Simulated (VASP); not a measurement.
Band structure of SiNi$_{3}$ (space group Pm-3m). Level of theory: LDA (Ceperley-Alder, Perdew-Zunger), VASP's LDA PAW potentials (set 64) (plane waves; VASP).

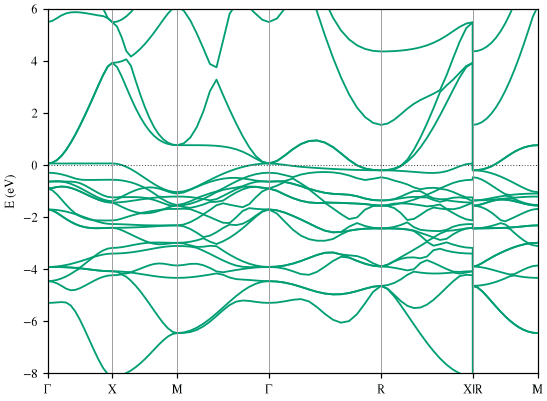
Bands along high-symmetry lines, zero at the valence-band maximum or, without a gap, the Fermi level

Task: Read the plot: is there a gap, and where are the band edges?

Result: It has no gap at this level: it comes out as a metal or semimetal. (Edges off the drawn lines would not show.)

The structure comes from a computed database's SiNi3 entry (Pm-3m); how it stands against other phases isn't given here. It was relaxed first. The run is not spin-polarised, so no magnetic state was tried.
